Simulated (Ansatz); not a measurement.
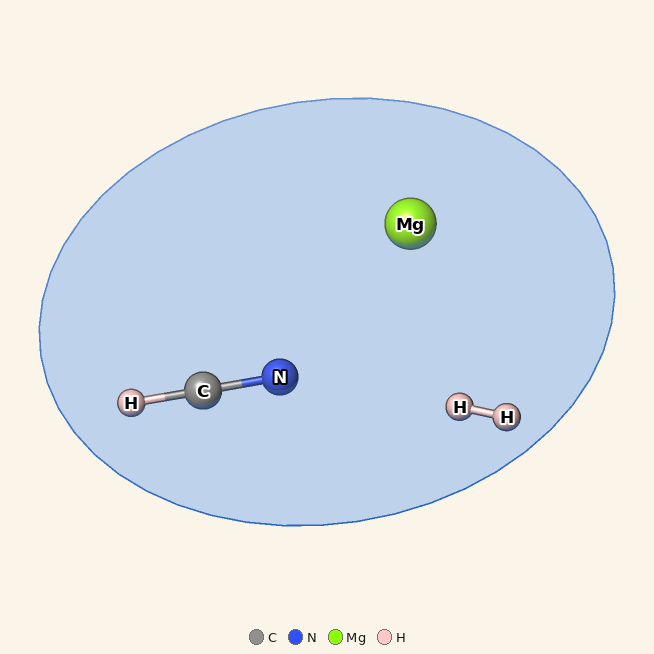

All proper rotation axes (lines) and mirror planes (discs) of the structure are drawn in. Atoms fade into the background with distance from the viewer. The geometry was computed by an optimisation with PBE0-D4/def2-TZVP. No frequency run is at hand to confirm it as a minimum.

### Name the symmetry elements and the point group.

It has 1 mirror plane. Point group Cs. The group has 2 operations. The geometry is achiral, and symmetry allows a dipole moment.
